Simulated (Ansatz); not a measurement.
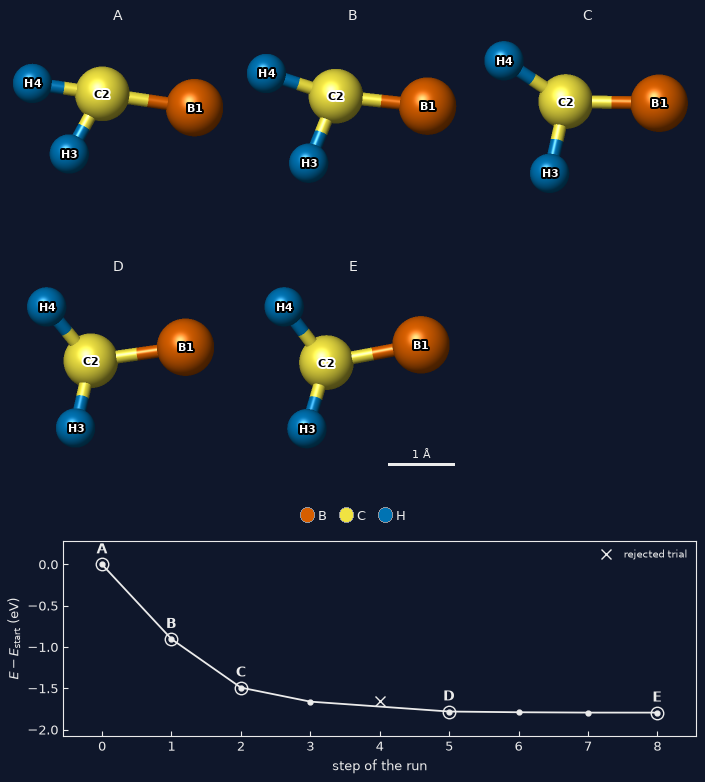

Frames of a relaxation of CH2B (charge +1), marked on the history of the run. The picture is a ball-and-stick view, seen face on.

It is one of the separated reactants of a reaction.

These are results of RKS PBE-D4/def2-SVP in Ansatz 0.2.0, not measurements. Settings: force threshold 0.03 eV/Å; at most 250 steps.

Q: Describe the path.

A: The atom that moves furthest after the best rigid fit is H4 (0.50 Å). Largest moves by element: H 0.50 Å, C 0.37 Å, B 0.26 Å. Among the contacts that change: C2–H3 1.060 → 1.121 Å, B1–C2 1.430 → 1.476 Å, C2–H4 1.083 → 1.121 Å. Bond angles that change, for instance: B1–C2–H4 180.0° → 113.3°, H3–C2–H4 69.2° → 115.3°, B1–C2–H3 110.8° → 113.2°. Over 7 accepted moves (8 points after the start) the energy falls by 1.793 eV. Largest force component: 3 eV/Å at the start, 0.009 eV/Å at the end. The line search rejected the trial step at point 4 of the run. The run took 3.8 s on 2 threads of Arm Neoverse V1, with other jobs on the host. From step 0 to 1: H atoms move most (0.16 Å), energy −0.902 eV. From step 1 to 2: H4 moves most (0.20 Å), energy −0.587 eV. From step 2 to 5: H4 moves most (0.19 Å), energy −0.290 eV. From step 5 to 8: H3 moves most (0.05 Å), energy −0.013 eV.
